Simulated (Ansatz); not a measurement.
The reference is BN in the zinc blende structure (space group F-43m, No. 216; a = 3.606 Å). Axes: x, y, z lie along the cube axes.

It is then changed as follows: uniaxial stress, 2 GPa tension along x; all other stress components relax to zero.

Level of theory: Kohn–Sham DFT with the PBEsol functional, run in Ansatz (a program for electronic structure) with PAW and 420 eV plane waves, scalar-relativistic without spin-orbit coupling.

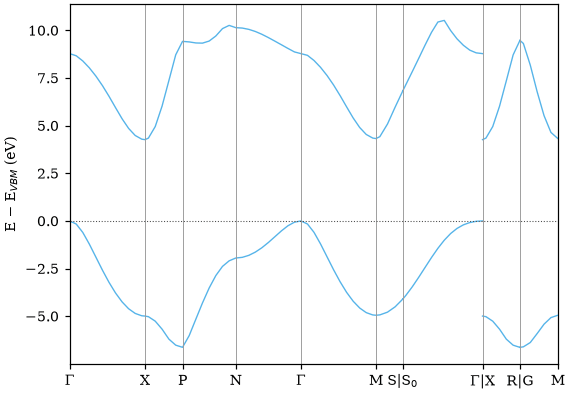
Figure: Highest valence and lowest conduction band along the path of the changed cell's own zone

**Question.** Read the changed gap and its character from the plot.

**Answer.** About 4.3 eV, indirect, Γ → X.

Load acts through the strain it causes; cell and atoms are relaxed under it. Beyond what the load breaks, stability against distortions was not tested. Labels are those of the standard path for the cell's own space group.
